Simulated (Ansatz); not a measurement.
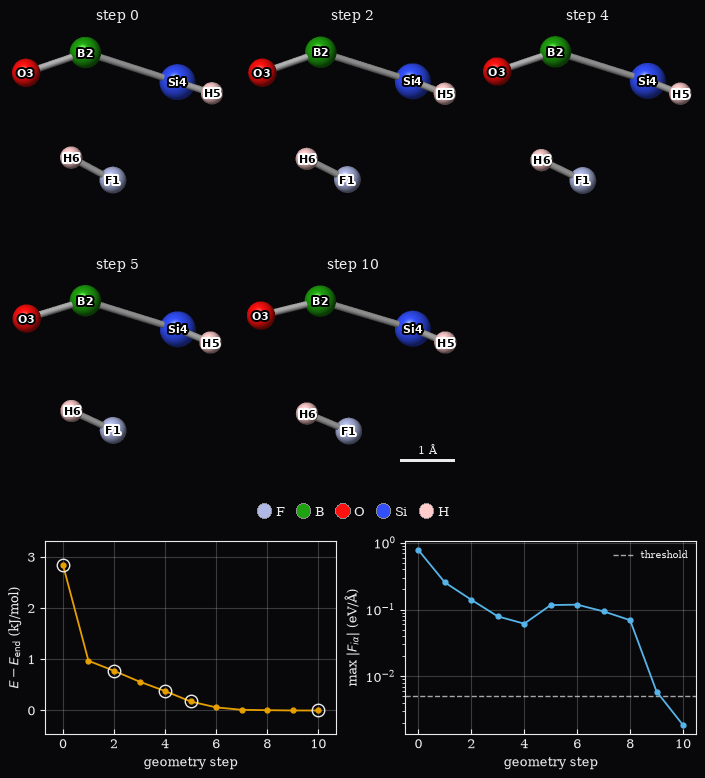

Frames of a relaxation of BSiH2OF, marked on the history of the run. The picture is a ball-and-stick view, seen at a tilt.

It is one of the separated reactants of a reaction.

The calculation used Ansatz, RKS PBE0-D4/def2-TZVP. Set-up: force threshold 0.005 eV/Å; at most 200 steps.

**Describe the path.**

The atom that moves furthest after the best rigid fit is H6 (0.13 Å). Largest moves by element: H 0.13 Å, O 0.12 Å, Si 0.05 Å, F 0.05 Å, B 0.01 Å. Some distances before and after: F1–Si4 2.226 → 2.285 Å, F1–H6 0.973 → 0.943 Å, Si4–H5 1.544 → 1.520 Å, B2–O3 1.231 → 1.213 Å. Among the angles between lasting bonds that change: O3–B2–Si4 144.8° → 151.3°. Over 10 geometry steps the energy falls by 2.85 kJ/mol. The largest force component goes from 0.78 to 0.0019 eV/Å. Cost: 40 s on 2 threads of Intel Xeon Platinum 8175M @ 2.50GHz, on a shared host. From step 0 to 2: H5 moves most (0.04 Å), energy −2.08 kJ/mol. From step 2 to 4: H6 moves most (0.03 Å), energy −0.40 kJ/mol. From step 4 to 5: O3 moves most (0.04 Å), energy −0.20 kJ/mol. From step 5 to 10: O3 moves most (0.06 Å), energy −0.18 kJ/mol.

| step | E − E(0), kJ/mol | largest force component, eV/Å |
| --- | --- | --- |
| 0 | 0.00 | 0.7763 |
| 1 | -1.88 | 0.2543 |
| 2 | -2.08 | 0.1399 |
| 3 | -2.29 | 0.0789 |
| 4 | -2.47 | 0.0613 |
| 5 | -2.67 | 0.1166 |
| 6 | -2.79 | 0.1182 |
| 7 | -2.84 | 0.0936 |
| 8 | -2.84 | 0.0692 |
| 9 | -2.85 | 0.0059 |
| 10 | -2.85 | 0.0019 |
